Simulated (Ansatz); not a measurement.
We consider antifluorite K₂S, described by B3LYP (VWN-RPA form) (Ansatz, a program for electronic structure, PAW).

Settings: plane-wave cutoff 460 eV, 6×6×6 k mesh, Fermi–Dirac smearing 0.01 eV, scalar-relativistic PAW data made under PBE.

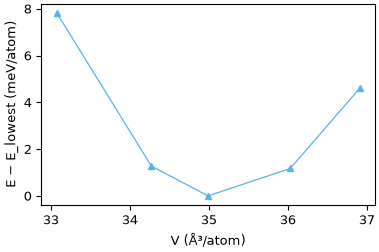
Total energy against volume

Question: From the curve, estimate the equilibrium volume and the bulk modulus.

Answer: V0 ≈ 35.1 Å³/atom and B0 ≈ 18 GPa; the fit gives V0 = 35.150 Å³/atom, B0 = 18.4 GPa, B′ = 4.4.

Measured, for comparison: equilibrium volume per atom 33.65 Å³/atom (temperature not stated, not corrected to a static lattice; as tabulated in Syrotyuk et al. (2015), arXiv:1510.06546). Computed (rounded) less measured: equilibrium volume per atom +4.5 %.

The computed numbers hold no vibrational or temperature effects.
